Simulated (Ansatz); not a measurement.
# Si2H5 (doublet): the correlation ladder at distance Si1–H5 along a hydrogen transfer = 1.485 Å, cc-pVDZ

Aim: climb from Hartree-Fock through coupled cluster and multireference methods for Si2H5 (doublet) at one geometry and basis, and see what each rung misses.

The runs use Ansatz 0.2.0, Gaussian basis; cc-pVDZ, core rule «outside noble gas», up to 10 orbitals frozen.

To be run: UHF; CCSD(T) on ROHF; CCSD(T) on UHF; BCCD(T) on ROHF; CISD; CCSDT(Q) on ROHF; CCSDT(Q) on UHF; CASSCF and MRCISD+Q, 3 electrons in 3 orbitals; CASSCF and NEVPT2, 3 electrons in 3 orbitals.

## (1) What is computed

The geometry derives from fragments relaxed apart (PBE0/def2-TZVP) and kept rigid, so it is no stationary point. A hydrogen atom is moved between rigid fragments.

7 atoms, charge 0, spin multiplicity 2.

Atoms are counted from 1 here; the program's logs count them from 0.

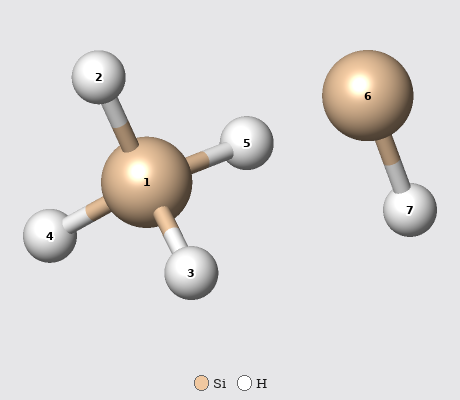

The geometry (silicon light orange, hydrogen white); atoms are numbered from 1 in the order of the file.

## (2) UHF

The input, in.yaml:

```yaml
crystal:
  periodic: [false, false, false]
  atoms:
    - {symbol: Si, position_ang: [-1.566462, 0.024363, 0.000000]}
    - {symbol: H, position_ang: [-2.061334, 1.424071, 0.000001]}
    - {symbol: H, position_ang: [-2.061333, -0.675491, 1.212183]}
    - {symbol: H, position_ang: [-2.061334, -0.675491, -1.212182]}
    - {symbol: H, position_ang: [-0.081847, 0.024363, 0.000000]}
    - {symbol: Si, position_ang: [1.715538, 0.024363, -0.000001]}
    - {symbol: H, position_ang: [2.111972, -1.455151, -0.000001]}
basis:
  gaussian: {orbitals: cc-pVDZ}
magnetization: {spin_polarized: true, initial_magnetization: 1}
hamiltonian: {xc: hf}
output: {orbitals: {seedname: orbitals}}
```

Command:

```bash
ansatz run in.yaml --threads 1 --pin off --events-out ev --progress --plain --max-ram 2816MiB --backend cpu
```

After this run come: CCSD(T) on ROHF; CCSD(T) on UHF; BCCD(T) on ROHF; CISD; CCSDT(Q) on ROHF; CCSDT(Q) on UHF; CASSCF and MRCISD+Q, 3 electrons in 3 orbitals; CASSCF and NEVPT2, 3 electrons in 3 orbitals.

Q: Predict the results of all the runs planned. Wanted: UCCSDT(Q) below the RHF energy; RMP2 from UCCSDT(Q); UMP2 from UCCSDT(Q); RCCSD from UCCSDT(Q); RCCSD(T) from UCCSDT(Q); UCCSD(T) from UCCSDT(Q); RCCSDT(Q) from UCCSDT(Q); NEVPT2 pair from UCCSDT(Q); MRCISD+Q pair from UCCSDT(Q).

As calculated:

```
                         quantity                                                   value
   UCCSDT(Q) below the RHF energy                                              -6.9331 eV
              RMP2 from UCCSDT(Q)                                             +1607.0 meV
              UMP2 from UCCSDT(Q)                                             +1627.6 meV
             RCCSD from UCCSDT(Q)                                              +193.3 meV
          RCCSD(T) from UCCSDT(Q)                                               +40.9 meV
          UCCSD(T) from UCCSDT(Q)                                               +40.9 meV
         RCCSDT(Q) from UCCSDT(Q)                                                +0.3 meV
       NEVPT2 pair from UCCSDT(Q)                                             +1599.2 meV
     MRCISD+Q pair from UCCSDT(Q)                                               +50.2 meV
levels within 1 kcal/mol (43 meV)  RCCSD(T), UCCSD(T), BCCD(T), RCCSDT, UCCSDT, RCCSDT(Q)
                    T1 diagnostic                                                   0.017
```

**Reading.** RCCSD(T) misses by +40.9 meV, 0.6 % of the correlation energy. Of the multireference levels listed MRCISD+Q pair comes nearest in total energy (+50.2 meV), which doesn't show that its space is the better one. These misses are within one basis, not against nature; the frozen cores of restricted and unrestricted runs differ, which can shift their rows.
